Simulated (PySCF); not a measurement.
Ge(NH2)4, H8GeN4, SMILES [NH2][Ge]([NH2])([NH2])[NH2], CAM-B3LYP/def2-SVP optimised geometry. Atoms within 1.6 Å of the plane z = 1.5 Å (x, y, z in Å): N1 (1.39, -0.72, 0.00), Ge2 (-0.43, -0.72, 0.00), N4 (-0.85, 1.06, 0.00), N5 (-1.42, -1.38, 1.38), H6 (1.84, -1.63, -0.02), H7 (1.84, -0.13, 0.69), H10 (-1.84, 1.29, 0.02), H12 (-1.35, -0.88, 2.26), H13 (-1.35, -2.38, 1.54).

Level of theory: CAM-B3LYP/def2-TZVP (PySCF). Cells within 0.4 Å of a nucleus heavier than hydrogen are left out (blank, or x).

Map of the deformation density (molecule minus spherical neutral atoms) (e/bohr³) on the plane z = 1.5 Å:

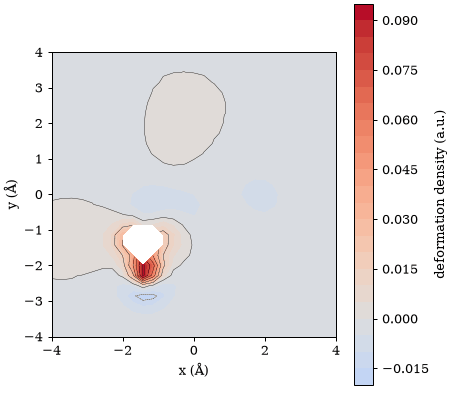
*Deformation density (molecule minus spherical neutral atoms) (e/bohr³) on the plane z = 1.5 Å.*
